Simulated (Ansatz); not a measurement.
**Si2WN4 (MoSi2N4-type monolayer): a many-body input that goes wrong, and its mend**

What is wrong with this input for Si2WN4 (MoSi2N4-type monolayer)?

Method: G0W0 on PBE, plane waves, PAW; PAW set soft_1, in Ansatz 0.2.0.

## 1. The structure

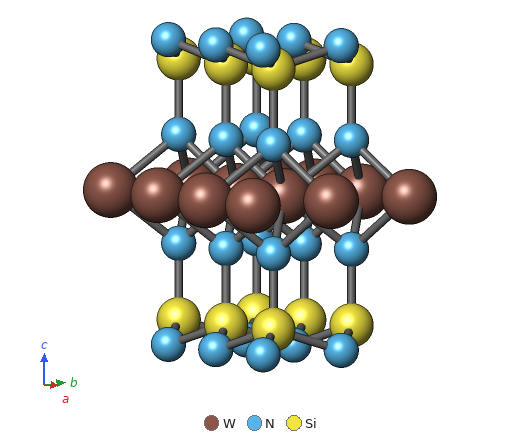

The cell as given, from the side, with the c axis up (tungsten brown, nitrogen blue, silicon yellow). 3×2×1 cells are drawn. Bonds to atoms that aren't drawn are left out. Some periodic images of atoms are drawn too.

The cell holds 7 atoms: 1 W, 4 N and 2 Si. Cell: a = 2.914 Å, b = 2.914 Å, c = 37.200 Å, α = 90.0°, β = 90.0°, γ = 120.0°. It derives from N4Si2W1. Vacuum lies along c.

Coordinates:

```cif
data_structure
_symmetry_space_group_name_H-M 'P 1'
_symmetry_Int_Tables_number 1
_cell_length_a 2.9140
_cell_length_b 2.9140
_cell_length_c 37.2000
_cell_angle_alpha 90.000
_cell_angle_beta 90.000
_cell_angle_gamma 120.000
_cell_volume 273.55
loop_
_atom_site_label
_atom_site_type_symbol
_atom_site_fract_x
_atom_site_fract_y
_atom_site_fract_z
_atom_site_occupancy
W1 W 0.00000 0.00000 0.50000 1
N2 N 0.33333 0.66667 0.53372 1
N3 N 0.33333 0.66667 0.46628 1
Si4 Si 0.33333 0.66667 0.58070 1
Si5 Si 0.33333 0.66667 0.41930 1
N6 N 0.66667 0.33333 0.59425 1
N7 N 0.66667 0.33333 0.40575 1
```

The structure was relaxed with PBE. The runs that relaxed it are not among those shown. Spin-orbit coupling is left out unless a step names it. The Coulomb interaction is cut off across the vacuum.

## 2. First try

Contents of input.yaml:

```yaml
crystal:
  lattice:
    - [2.9139583244, 0.0, 0.0]
    - [-1.4569791622, 2.5235619345, 0.0]
    - [0.0, 0.0, 37.2]
  atoms:
    - { symbol: W, position: [0.0, 0.0, 0.5] }
    - { symbol: "N", position: [0.3333333333, 0.6666666667, 0.5337160717] }
    - { symbol: "N", position: [0.3333333333, 0.6666666667, 0.4662839283] }
    - { symbol: Si, position: [0.3333333333, 0.6666666667, 0.5806952339] }
    - { symbol: Si, position: [0.3333333333, 0.6666666667, 0.4193047661] }
    - { symbol: "N", position: [0.6666666667, 0.3333333333, 0.5942480184] }
    - { symbol: "N", position: [0.6666666667, 0.3333333333, 0.4057519816] }
  periodic: [true, true, false]
kpoints:
  mp_grid: { grid: [6, 6, 1] }
hamiltonian:
  xc: pbe
  pseudopotentials: { kind: paw, azcp: { folder: soft_1 } }
scf:
  occupations: { method: fixed }
gw:
  n_empty_bands: 288
  ecut_chi: 2
  qp_bands: [v2, c2]
  qp_kpoints: band_edges
  screening: { model: contour_deformation }
```

Launch:

```sh
$ ansatz run input.yaml --threads 3 --pin off --max-ram 92160MiB --backend cuda --events-out ev --progress --plain --runs-dir out --devices 1 --max-vram 13GiB
```

Numbers of over 12 decimals in the logs are rounded to 6 here.

What it wrote:

```text
GPUs: using 1 of 1 available (devices: 1).
Engine: ansatz 0.2.0, x86_64-unknown-linux-gnu
Pseudopotentials: kind: paw
Pseudopotential: W, paw, valence charge 14, recommended cutoff 420 eV (normal), soft_1/W.paw.azcp
Pseudopotential: N, paw, valence charge 5, recommended cutoff 420 eV (normal), soft_1/N.paw.azcp
Pseudopotential: Si, paw, valence charge 4, recommended cutoff 420 eV (normal), soft_1/Si.paw.azcp
Functional definition: PBE
  parameter kappa = 0.804
  parameter beta = 0.066725
  exchange = pbe_x(kappa = kappa, mu = beta*pi^2/3)
  correlation = pbe_c(beta = beta)
device memory: the entry about to start is reckoned to put 2.5 GiB on a device that reports 27.0 GiB free (of which the cap on the GPU budget leaves the run 13.0 GiB)
GPU FFT provider: cuFFT
GPU libraries: cuBLAS 13.8.2, cuFFT 12.4.0, cuSOLVER 12.3.4
Crystal: 7 atoms, lattice volume = 273.552 Å³
Basis set: ecut = 420 eV, 5309 PW (Γ)
Bands: 28, of which v1, the nominal top of the filled ones, is band 21 counted from 1 (20 counted from 0)
Symmetry: 12 space group operations
Space group: P-6m2 (ITA 187), of the structure as read, at distance tolerance 6.5e-5 Å
k-points: 7 of 36 (time reversal used)
Non-local potential: W, projectors of the file, l = 0: 3, l = 1: 2, l = 2: 2, l = 3: 1
Non-local potential: N, projectors of the file, l = 0: 2, l = 1: 2, l = 2: 1
Non-local potential: Si, projectors of the file, l = 0: 2, l = 1: 2, l = 2: 1
PAW form: soft (Blöchl's): semilocal exchange-correlation on the pseudo side does not see the compensation charge
PAW one-centre angular grid: W, 590 points (default); XC on 64 Gauss nodes
PAW one-centre angular grid: N, 110 points (default); XC on 64 Gauss nodes
PAW one-centre angular grid: Si, 110 points (default); XC on 64 Gauss nodes
Initial density: superposition of atomic densities (neutral atoms: chi_scale 0, normalization atom)
Initial wavefunctions: pseudopotential atomic-orbital guess
GPU buffer pool allocated for 100000 grid points (all kernels)
GPU transforms: local potential and band sums: pruned to the plane-wave sphere, on 20×20×250
Functional: x = pbe(κ = 0.804, μ = 0.219515), c = pbe(β = 0.066725)
SCF iter   1: F=—  HF=-13207.501433 eV  |F-HF|=—  |Δ(HF+E_count)|=         —  Δρ=9.32e-2  dr2=2.64e1  ethr=3.10e-3  ⟨swp⟩=7.4  Hψ=1293  notcnv=0  defer=31
preconditioner: auto → Resta (q_TF=auto, 1.996 Å⁻¹)  ε∞=1.9  [insulator: Δε(μ)=2.406 eV  Ē_g=13.637 eV  n_scr=22 (ndim 8)  ℏωp=13.1 eV  f_vac=0.709  ε∞_Penn≈1.9  vacuum switching on, ρ_ref=1.3e-2 e/Å³]
SCF iter   2: F=—  HF=-13201.163283 eV  |F-HF|=—  |Δ(HF+E_count)|=    6.34e0  Δρ=4.44e-2  dr2=6.37e0  ethr=3.10e-3  ⟨swp⟩=6.0  Hψ=862  notcnv=0  defer=35
SCF iter   3: F=—  HF=-13200.153128 eV  |F-HF|=—  |Δ(HF+E_count)|=    1.01e0  Δρ=1.72e-2  dr2=7.39e-1  ethr=3.10e-3  ⟨swp⟩=4.9  Hψ=572  notcnv=0  defer=31
SCF iter   4: F=—  HF=-13200.041211 eV  |F-HF|=—  |Δ(HF+E_count)|=   1.12e-1  Δρ=8.19e-3  dr2=1.00e-1  ethr=1.76e-3  ⟨swp⟩=2.4  Hψ=278  notcnv=0  defer=35
SCF iter   5: F=—  HF=-13200.051609 eV  |F-HF|=—  |Δ(HF+E_count)|=   1.04e-2  Δρ=2.01e-3  dr2=2.08e-2  ethr=2.39e-4  ⟨swp⟩=3.1  Hψ=381  notcnv=0  defer=35
SCF iter   6: F=—  HF=-13200.048499 eV  |F-HF|=—  |Δ(HF+E_count)|=   3.11e-3  Δρ=2.95e-4  dr2=3.69e-4  ethr=4.96e-5  ⟨swp⟩=4.3  Hψ=444  notcnv=0  defer=35
SCF iter   7: F=—  HF=-13200.048449 eV  |F-HF|=—  |Δ(HF+E_count)|=   4.99e-5  Δρ=1.06e-4  dr2=3.45e-5  ethr=8.78e-7  ⟨swp⟩=4.0  Hψ=494  notcnv=0  defer=35
SCF iter   8: F=—  HF=-13200.048460 eV  |F-HF|=—  |Δ(HF+E_count)|=   1.11e-5  Δρ=3.84e-5  dr2=6.61e-6  ethr=8.23e-8  ⟨swp⟩=3.1  Hψ=393  notcnv=0  defer=34
SCF iter   9: F=—  HF=-13200.048461 eV  |F-HF|=—  |Δ(HF+E_count)|=   9.14e-7  Δρ=2.76e-5  dr2=5.31e-6  ethr=1.57e-8  ⟨swp⟩=3.7  Hψ=458  notcnv=0  defer=33
SCF iter  10: F=-13200.048460 eV  HF=-13200.048460 eV  |F-HF|=3.01e-8  |Δ(HF+E_count)|=   9.59e-7  Δρ=3.39e-6  dr2=4.74e-8  ethr=2.38e-10  ⟨swp⟩=22.1  Hψ=1721  notcnv=0
[...]
--- Per-component energies (eV) ---
  E_band       = -858.754890
  E_kinetic    = 1034.309544
  E_local      = -146439.221536  (includes V_loc(G=0)·N_el)
  E_nonlocal   = 155.702165
  E_hartree    = 72635.458761
  E_xc         = -622.254656
  E_vxc        = -633.500130  (∫ρ·V_xc dr)
  E_paw        = -10113.681598  (= ΣΔE_a)
  E_vpaw       = -246.972277  (= ΣTr[D̂ρ^β])
  E_aug_tail   = 0.003757  (compensation charges beyond the density's cutoff)
  E_ewald      = 70149.635103
  E_smearing   = -0.000000  (= −TS)
  E_closure    = -0.000000  (closes the sum)
  Σ components = -13200.048460   (vs F -13200.048460, Δ=0.00e0)
--- Band table (eV; the first three rows and the last of 7) ---
  k-point 0: bands = [... 17 lower, -7.8858, -7.8858, -7.7455, -5.1168, -2.2252, -2.2252, -1.5613 (-1.5613°), -1.5500 (-1.5500°), ... 3 higher]
  k-point 1: bands = [... 17 lower, -8.3647, -8.3479, -7.6164, -5.7503, -2.3828, -2.1916, -1.6522, -0.8532 (-0.8532°), ... 3 higher]
  k-point 2: bands = [... 17 lower, -8.4805, -7.8636, -7.5485, -6.5187, -2.0816, -2.0514, -1.7331, -1.1078, ... 3 higher]
  k-point 6: bands = [... 17 lower, -8.5144, -7.9064, -7.6164, -5.4183, -3.0682, -0.5009, -0.0430, 0.2013, ... 3 higher]
  ° read free of the cell's end (the report's vacuum.weakly_bound_levels)
--- G₀W₀: contour deformation, 6 samples at zero and on the imaginary axis and 2 off it, 36 q-points, 288 empty bands' worth ---
  eigenvalues of the whole cell's RPA ε∞ on this k-mesh (on a slab, of 1 + 4πα/V) = 1.2181, 3.1236, 3.1236; static W/v taken at q = 0 is 0.484020
  gw.qp_kpoints: band_edges: 6 of 7 stored k-points solved, in 1 pass; an edge of the gap read off the rows below is read off those points alone
    valence top: of the k-points left out ik 4 came nearest to being solved in a further pass, in band 21 (counted from 1, as in the quasiparticle table): it holds the edge there only if its correction is more favourable than any solved in that band by at least 1.349 eV; those differ by 0.496 eV
    conduction bottom: of the k-points left out ik 4 came nearest to being solved in a further pass, in band 22 (counted from 1, as in the quasiparticle table): it holds the edge there only if its correction is more favourable than any solved in that band by at least 0.865 eV; those differ by 0.713 eV
  `?` marks the rows in doubt; gw_qp.tsv's column doubts and the gw_qp event give each row's grounds
    ik  band        ε_KS         Σx   Σc(E_QP)       V_xc       Z   E_QP_lin       E_QP  E_QP is
     0    20     -7.7455   -21.1065     2.3002   -17.1818  0.8710    -9.4441    -9.3700  root
     0    21     -5.1168   -20.5334     1.5191   -19.3995  0.8748    -4.7335    -4.7316  root
     0    22     -2.2252   -15.1837    -2.3457   -19.8892  0.8701     0.1912     0.1346  root
     0    23     -2.2252   -15.1837    -2.3457   -19.8892  0.8701     0.1912     0.1346  root
     1    20     -7.6164   -21.5511     2.2894   -17.6850  0.8718    -9.2593    -9.1931  root
     1    21     -5.7503   -20.5437     1.7731   -18.9662  0.8712    -5.5552    -5.5545  root
     1    22     -2.3828   -14.1218    -2.3029   -18.7605  0.8734     0.0105    -0.0470  root
     1    23     -2.1916   -15.4415    -2.3797   -20.2328  0.8711     0.2846     0.2200  root
     2    20     -7.5485   -21.3339     2.3242   -17.3243  0.8720    -9.3199    -9.2340  root
     2    21     -6.5187   -20.0059     1.9681   -17.9917  0.8676    -6.5650    -6.5649  root
     2    22     -2.0816    -9.1417    -2.4835   -14.2915  0.8762     0.7116     0.5847  root ?
     2    23     -2.0514   -12.3557    -2.4933   -17.3625  0.8730     0.5798     0.4621  root ?
     3    20     -7.3136   -21.5190     2.3396   -17.4212  0.8730    -9.1711    -9.0718  root
     3    21     -6.3756   -19.9365     1.9018   -17.9240  0.8706    -6.4866    -6.4864  root
     3    22     -2.9013    -8.1960    -2.3143   -13.1175  0.8791    -0.2471    -0.2943  root
     3    23     -2.4078    -8.0157    -2.4458   -13.1283  0.8774     0.3741     0.2590  root ?
     5    20     -7.5351   -21.5809     2.3631   -17.4466  0.8723    -9.4083    -9.3062  root ?
     5    21     -6.1292   -20.6664     1.8295   -18.8614  0.8709    -6.1047    -6.1047  root
     5    22     -2.1076   -16.6019    -2.3930   -21.3358  0.8713     0.3382     0.2334  root ?
     5    23     -1.3729    -9.4242    -2.6016   -14.7739  0.8717     1.5102     1.3753  root ?
     6    20     -7.6164   -21.1410     2.3259   -17.1057  0.8726    -9.4143    -9.3257  root
     6    21     -5.4183   -20.7444     1.5699   -19.5200  0.8750    -5.0744    -5.0728  root
     6    22     -3.0682   -16.6555    -2.1683   -20.7773  0.8767    -0.9163    -1.1146  root ?
     6    23     -0.5009   -15.2403    -2.7740   -21.0491  0.8662     2.6800     2.5339  root ?
[key lines of the parts left out:]
SCF converged after 10 iterations
Free energy (F): -13200.048460 eV
Fermi energy:    -5.116804 eV
```

Wall time 28 s (1 × NVIDIA H100 80GB HBM3 (shared by 6 runs) with 3 threads of AMD EPYC 7R13 (Zen 3), shared host); peak memory 1.4 GiB.

Reading the cycles: dr2 is the Hartree energy of the density residual (eV), the measure of convergence; HF is the Harris–Foulkes estimate of the energy, which meets the free energy F at convergence.

**Diagnosis.**

The run ended normally, though the input holds a fault or crude settings.

The fault: screening cutoff of a few eV. Such a cutoff keeps only a few plane waves in the dielectric matrix, so local fields and the Coulomb hole are lost.

It printed a gap of 3.62 eV, which is an artefact of the settings.

## 3. A better input

G0W0 replaces the xc potential by the self-energy, built once from these orbitals. Only a window of levels is corrected, while the sums run over the empty bands that the input names. This step takes PAW set soft_1 files.

Changes to input.yaml since step 2:

```diff
@@ -22,4 +22,4 @@
 gw:
-  n_empty_bands: 288
-  ecut_chi: 2
+  n_empty_bands: 187
+  ecut_chi: 45.0
   qp_bands: [v2, c2]
```

What it wrote:

```text
GPUs: using 1 of 1 available (devices: 1).
[...]
GPU FFT provider: cuFFT
GPU libraries: cuBLAS 13.8.2, cuFFT 12.4.0, cuSOLVER 12.3.4
Crystal: 7 atoms, lattice volume = 273.552 Å³
Basis set: ecut = 420 eV, 5309 PW (Γ)
Bands: 28, of which v1, the nominal top of the filled ones, is band 21 counted from 1 (20 counted from 0)
[... 1 set-up line as in the run before ...]
[...]
k-points: 7 of 36 (time reversal used)
[...]
GPU buffer pool allocated for 100000 grid points (all kernels)
[...]
SCF iter   1: F=—  HF=-13207.501433 eV  |F-HF|=—  |Δ(HF+E_count)|=         —  Δρ=9.32e-2  dr2=2.64e1  ethr=3.10e-3  ⟨swp⟩=7.4  Hψ=1293  notcnv=0  defer=31
[...]
SCF iter  10: F=-13200.048460 eV  HF=-13200.048460 eV  |F-HF|=3.01e-8  |Δ(HF+E_count)|=   9.59e-7  Δρ=3.39e-6  dr2=4.74e-8  ethr=2.38e-10  ⟨swp⟩=22.1  Hψ=1721  notcnv=0
SCF 1 converged in 10 iterations: F = -13200.048460 eV  dr2 = 4.74e-8
[...]
0    20     -7.7455   -21.1065     3.6669   -17.1818  0.7684    -8.0046    -8.0033  root
     0    21     -5.1168   -20.5334     1.3039   -19.3995  0.7783    -4.9472    -4.9468  root
     0    22     -2.2252   -15.1837    -3.4562   -19.8892  0.7718    -0.9392    -0.9758  root
     0    23     -2.2252   -15.1837    -3.4562   -19.8892  0.7718    -0.9392    -0.9758  root
     1    20     -7.6164   -21.5511     3.7049   -17.6850  0.7668    -7.7781    -7.7777  root
     1    21     -5.7503   -20.5437     1.6701   -18.9662  0.7731    -5.6577    -5.6576  root
     1    22     -2.3828   -14.1218    -3.4932   -18.7605  0.7813    -1.2087    -1.2373  root
     1    23     -2.1916   -15.4415    -3.5657   -20.2328  0.7722    -0.9308    -0.9660  root
[...]
6    20     -7.6164   -21.1410     3.6045   -17.1057  0.7653    -8.0512    -8.0472  root
     6    21     -5.4183   -20.7444     1.4365   -19.5200  0.7779    -5.2068    -5.2062  root
     6    22     -3.0682   -16.6555    -3.0424   -20.7773  0.7780    -1.9664    -1.9888  root
     6    23     -0.5009   -15.2403    -4.6362   -21.0491  0.7550     0.7179     0.6717  root
[key lines of the parts left out:]
SCF converged after 10 iterations
Free energy (F): -13200.048460 eV
Fermi energy:    -5.116804 eV
```

Elapsed: 12 s, on 1 × NVIDIA H100 80GB HBM3 (shared by 6 runs) with 3 threads; peak memory 1.3 GiB.

Numbers from this step:

```yaml
bands_summed: 208
plane_waves_in_the_screening_matrix: 215
q_points_in_the_mesh: 36
g0w0_gap_on_the_mesh: 2.958 eV
k_of_the_valence_top: 0, 0, 0
k_of_the_conduction_bottom: 0.3333, 0.3333, 0
starting_gap_on_the_mesh: 2.049 eV
z_at_the_valence_top: 0.7783
z_at_the_conduction_bottom: 0.7780
least_direct_g0w0_gap_on_the_computed_points: 3.217 eV
```

The gap on the mesh goes from 2.05 eV to 2.96 eV, a correction of +0.91 eV. Between the two edge states, bare exchange in place of the xc potential would open the gap by 5.26 eV, and correlation takes back 4.35 eV.

## 4. What came out

```json
{"first try": "converged after 28 s", "better run": "G0W0 gap on the mesh 2.96 eV (6×6×1 mesh, 187 empty bands, screening to 45 eV, PAW set soft_1 files)"}
```

The second run differs in: empty bands and screening cutoff (eV). Bands and cutoff are finite, so the gap is not at the basis limit. The miss can reach some tenths of an eV and take either sign; the mesh is an error of its own. The mesh in the plane is coarse for a sheet; gap and any exciton binding can still move on denser ones. The many-body steps are scalar-relativistic: spin-orbit coupling is not in them.

[Paths, hosts, dates, memory and timing lines, banners, echoed tables and standing remarks are left out of the program output.]

[Logs are printed without paths, hosts, clocks, repeated set-up lines and the standing remarks that a program may print on its own settings, such as how far it seeks lower states.]

[Runs of the session that timed out or met a known fault of the program may be left out.]

[Cells called generated may have been cut or substituted from an entry of the Crystallography Open Database or the Materials Project.]

[Hosts, paths, dates, database ids (printed as entryN), source tags and the programs' standing remarks are cut or masked in the printed files.]
